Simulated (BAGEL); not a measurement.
# AlSiH3OF2 ((F)2Al-O-SiH3) at PBE0/def2-SVP (density fitting with qzvpp-jkfit)

What is the energy change on altering one bond length of AlSiH3OF2 ((F)2Al-O-SiH3) at PBE0/def2-SVP (density fitting with qzvpp-jkfit)? 

Program for the calculation: BAGEL 1.2.2.

5 further runs of the same task are left out: 4 that didn't finish, 1 set aside as unsound or not needed. Runs told in other sessions of the task aren't counted.

## 1. The structure to begin with

AlSiH3OF2: 8 atoms, total charge 0, spin state singlet. The shape comes from GFN2-xTB, which is rough for such elements, and wasn't checked as a minimum.

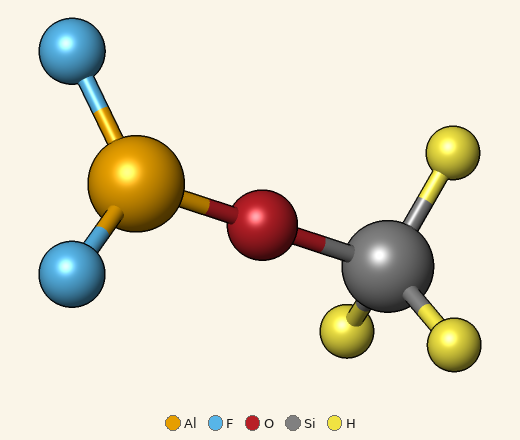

The structure, seen from a chosen angle (aluminium amber, fluorine blue, oxygen red, silicon grey, hydrogen yellow).

## 2. The energy at PBE0/def2-SVP (density fitting with qzvpp-jkfit)

File job.json:

```json
{ "bagel": [

{
  "title": "molecule",
  "basis": "svp",
  "df_basis": "qzvpp-jkfit",
  "angstrom": true,
  "geometry": [
    { "atom": "Al", "xyz": [    1.495790,    0.956600,   -0.227570 ] },
    { "atom": "F", "xyz": [    1.835730,    2.225000,    0.754630 ] },
    { "atom": "F", "xyz": [    2.556750,    0.583240,   -1.420950 ] },
    { "atom": "O", "xyz": [    0.117100,    0.076810,   -0.020430 ] },
    { "atom": "Si", "xyz": [   -1.254170,   -0.801120,    0.189990 ] },
    { "atom": "H", "xyz": [   -2.235910,    0.123040,    0.755820 ] },
    { "atom": "H", "xyz": [   -0.889730,   -1.880370,    1.107910 ] },
    { "atom": "H", "xyz": [   -1.625560,   -1.283200,   -1.139400 ] }
  ]
},
{
  "title": "ks",
  "xc_func": "pbe0",
  "charge": 0
},
{
  "title": "print",
  "file": "orbitals.molden",
  "orbitals": true
}

]}
```

Run with:

```bash
BAGEL_NUM_THREADS=1 BAGEL job.json > job.out
```

The log of the run:

```text
* using 1 threads per process

  ===============================================================
  ===============================================================

  *** Geometry ***

  { "atom" : "Al", "xyz" : [      2.826633,      1.807712,     -0.430045 ] },
  { "atom" : "F", "xyz" : [      3.469027,      4.204641,      1.426044 ] },
  { "atom" : "F", "xyz" : [      4.831557,      1.102164,     -2.685206 ] },
  { "atom" : "O", "xyz" : [      0.221287,      0.145150,     -0.038607 ] },
  { "atom" : "Si", "xyz" : [     -2.370038,     -1.513897,      0.359029 ] },
  { "atom" : "H", "xyz" : [     -4.225258,      0.232512,      1.428293 ] },
  { "atom" : "H", "xyz" : [     -1.681346,     -3.553384,      2.093646 ] },
  { "atom" : "H", "xyz" : [     -3.071863,     -2.424897,     -2.153154 ] },

  Number of auxiliary basis functions:      541

  Since a DF basis is specified, we compute 2- and 3-index integrals:
    o Being stored without compression. Storage requirement is 0.037 GB

  Number of basis functions:       93
  Number of electrons      :       56

    * METHOD: MOLECULE                             0.26

  *** Kohn-Sham DFT ***

    * Removing 13260 points whose weight is below 1.00e-10
    * Grid points: 105988

  === Nuclear Repulsion ===
   278.7169922346

       - DIIS with orbital gradients will be used.

  === KS iteration (pbe0 / svp) ===
      0       -776.28830290          0.11624801           0.42
      1       -685.68802634          0.11858676           0.44
      2       -638.66275580          0.18775160           0.40
      3       -785.73961181          0.09614493           0.39
      4       -795.70052690          0.06353658           0.63
      5       -804.32589336          0.05749940           0.38
      6       -805.63078534          0.04011796           0.38
      7       -784.82109831          0.09348846           0.41
      8       -807.62927147          0.02263029           0.37
      9       -807.92561310          0.00772223           0.39
     10       -807.95870909          0.00416965           0.42
     11       -807.96740643          0.00210571           0.42
     12       -807.97039047          0.00103612           0.38
     13       -807.97113047          0.00008477           0.38
     14       -807.97113313          0.00005861           0.38
     15       -807.97113474          0.00002943           0.39
     16       -807.97113515          0.00001314           0.38
     17       -807.97113525          0.00000105           0.37
     18       -807.97113525          0.00000043           0.38
     19       -807.97113525          0.00000011           0.38
     20       -807.97113525          0.00000003           0.38
     21       -807.97113525          0.00000001           0.38
    * SCF iteration converged.

    * Permanent dipole moment:
           (    0.611670,     0.390468,    -0.092741) a.u.

    * METHOD: KS                                   9.33

    * METHOD: PRINT                                0.02

  ===============================================================
```

It took 9.9 s on 1 thread of Arm Neoverse V2, shared host; peak memory 0.49 GiB.

## 3. The distorted shape

File input.json:

```json
{ "bagel": [

{
  "title": "molecule",
  "basis": "svp",
  "df_basis": "qzvpp-jkfit",
  "angstrom": true,
  "geometry": [
    { "atom": "Al", "xyz": [       1.087857,      -0.565500,      -1.406225 ] },
    { "atom": "F", "xyz": [       1.835730,       2.225000,       0.754630 ] },
    { "atom": "F", "xyz": [       2.148817,      -0.938860,      -2.599605 ] },
    { "atom": "O", "xyz": [      -0.290833,      -1.445290,      -1.199085 ] },
    { "atom": "Si", "xyz": [      -1.662103,      -2.323220,      -0.988665 ] },
    { "atom": "H", "xyz": [      -2.643843,      -1.399060,      -0.422835 ] },
    { "atom": "H", "xyz": [      -1.297663,      -3.402470,      -0.070745 ] },
    { "atom": "H", "xyz": [      -2.033493,      -2.805300,      -2.318055 ] }
  ]
},

{
  "title": "ks",
  "xc_func": "pbe0"
},

{
  "title": "print",
  "file": "orbitals.molden",
  "orbitals": true
}

]}
```

Run with:

```bash
BAGEL_NUM_THREADS=1 BAGEL input.json > input.out
```

The log of the run:

```text
* using 1 threads per process

  ===============================================================
  ===============================================================

  *** Geometry ***

  { "atom" : "Al", "xyz" : [      2.055752,     -1.068640,     -2.657380 ] },
  { "atom" : "F", "xyz" : [      3.469027,      4.204641,      1.426044 ] },
  { "atom" : "F", "xyz" : [      4.060676,     -1.774188,     -4.912541 ] },
  { "atom" : "O", "xyz" : [     -0.549595,     -2.731202,     -2.265942 ] },
  { "atom" : "Si", "xyz" : [     -3.140919,     -4.390250,     -1.868306 ] },
  { "atom" : "H", "xyz" : [     -4.996139,     -2.643840,     -0.799042 ] },
  { "atom" : "H", "xyz" : [     -2.452228,     -6.429736,     -0.133689 ] },
  { "atom" : "H", "xyz" : [     -3.842745,     -5.301249,     -4.380489 ] },

  Number of auxiliary basis functions:      541

  Since a DF basis is specified, we compute 2- and 3-index integrals:
    o Being stored without compression. Storage requirement is 0.037 GB

  Number of basis functions:       93
  Number of electrons      :       56

    * METHOD: MOLECULE                             0.25

  *** Kohn-Sham DFT ***

    * Removing 12036 points whose weight is below 1.00e-10
    * Grid points: 107212

  === Nuclear Repulsion ===
   242.1668119182

       - DIIS with orbital gradients will be used.

  === KS iteration (pbe0 / svp) ===
      0       -738.85334293          0.18138617           0.39
      1       -577.19560980          0.10862179           0.39
      2       -739.65101156          0.14993585           0.38
      3       -767.90010262          0.10389192           0.38
      4       -774.97005100          0.07676680           0.43
      5       -779.27974923          0.06591997           0.38
      6       -799.36042735          0.08617620           0.38
      7       -605.66757822          0.07506955           0.43
      8       -774.08191715          0.08115345           0.38
      9       -775.56668296          0.07544093           0.38
[... 30 lines of this table left out ...]
     40       -807.72470094          0.00000057           0.41
     41       -807.72470094          0.00000010           0.41
     42       -807.72470094          0.00000003           0.39
     43       -807.72470094          0.00000001           0.39
    * SCF iteration converged.

    * Permanent dipole moment:
           (    1.222297,     2.101792,     1.114528) a.u.

    * METHOD: KS                                  18.01

    * METHOD: PRINT                                0.02

  ===============================================================
```

It took 19 s on 1 thread of Arm Neoverse V2, shared host; peak memory 0.49 GiB.

## 4. What came out

At PBE0/def2-SVP (density fitting with qzvpp-jkfit):

| quantity | value |
| --- | --- |
| first shape: total energy | -807.97114 Eh |
| first shape: dipole moment | 1.86 D |
| first shape: HOMO energy | -9.03 eV |
| first shape: LUMO energy | -0.89 eV |
| first shape: HOMO–LUMO gap | 8.14 eV |
| distorted shape: total energy | -807.72470 Eh |
| distorted shape: dipole moment | 6.80 D |
| distorted shape: HOMO energy | -7.20 eV |
| distorted shape: LUMO energy | -4.97 eV |
| distorted shape: HOMO–LUMO gap | 2.23 eV |
| energy change with the Al1–F2 bond stretched from 1.640 to 3.608 Å | 6.706 eV |

**Reading.** With the Al1–F2 bond stretched from 1.640 to 3.608 Å the energy rises by 6.71 eV (155 kcal/mol). The first shape isn't relaxed at this level, so the change isn't measured from a minimum. A restricted reference can't describe the breaking bond well at this length.
